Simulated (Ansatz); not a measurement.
Consider CH$_{3}$AlCa (SMILES [CH3][Al][Ca]) (triplet).

The calculation's input:

```
basis:
  gaussian:
    orbitals: def2-TZVPD
crystal:
  periodic: [false, false, false]
  atoms:
    - symbol: C
      position_ang: [2.916414, 1.314273, 0.350711]
    - symbol: Al
      position_ang: [3.001791, -0.288086, 1.506217]
    - symbol: Ca
      position_ang: [3.102893, -2.736300, 3.171067]
    - symbol: H
      position_ang: [2.221147, 2.070705, 0.726933]
    - symbol: H
      position_ang: [2.557864, 1.011355, -0.641750]
    - symbol: H
      position_ang: [3.894730, 1.783390, 0.208658]
magnetization:
  spin_polarized: true
  initial_magnetization: 2
hamiltonian:
  xc: {name: PBE0}
output: {forces: true, orbitals: {seedname: orbitals}}
```

Run with:

```sh
ansatz run input.yaml --threads 2 --pin off --max-ram 4350MiB --events-out events.jsonl --progress --plain --runs-dir runs
```

Geometry: PBE0-D4/def2-TZVP.

Level of theory: Ansatz 0.2.0, isolated molecule in a Gaussian basis; Kohn-Sham density functional theory, functional PBE0.

### What will maps of the electron density, electron localisation function and spin density show?

C–Al (1.98 Å): the density is about 0.69 e/Å³ at the midpoint; the ELF peaks at about 0.95 between the atoms, as expected for a shared but strongly polarised pair.
Ca–Al (2.96 Å): the density is about 0.2 e/Å³ at the midpoint; the ELF peaks at about 0.90 in the valence shell of Al, 1.2 Å from its nucleus, and is about 0.65 at the midpoint.
C–H (1.09 Å): ρ at the midpoint is about 1.9 e/Å³; the ELF climbs to about 1 towards the hydrogen, as it does in any bond to H; an ordinary covalent bond to hydrogen.
The unpaired spin (2 electrons) lies mostly on Ca3 (about 1.2) and Al2 (about 0.7), in electrons by Hirshfeld's partition.

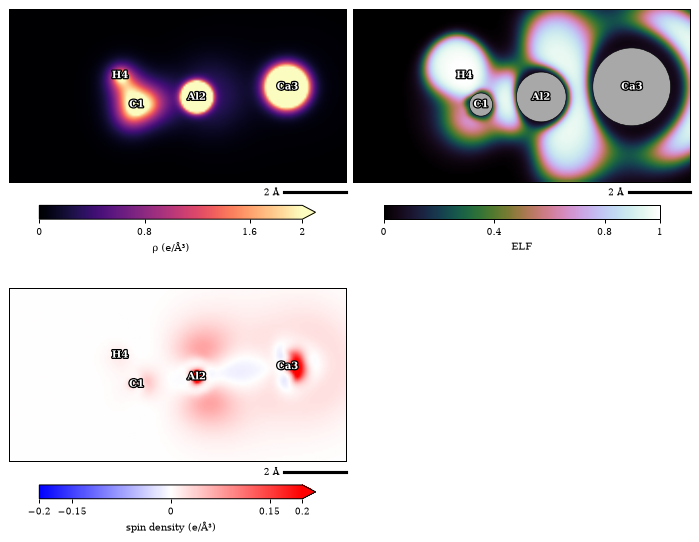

Computed electron density, electron localisation function and spin density on the plane of atoms Al2, C1 and H4, in this order. Grey discs cover the atomic cores in the ELF map. 
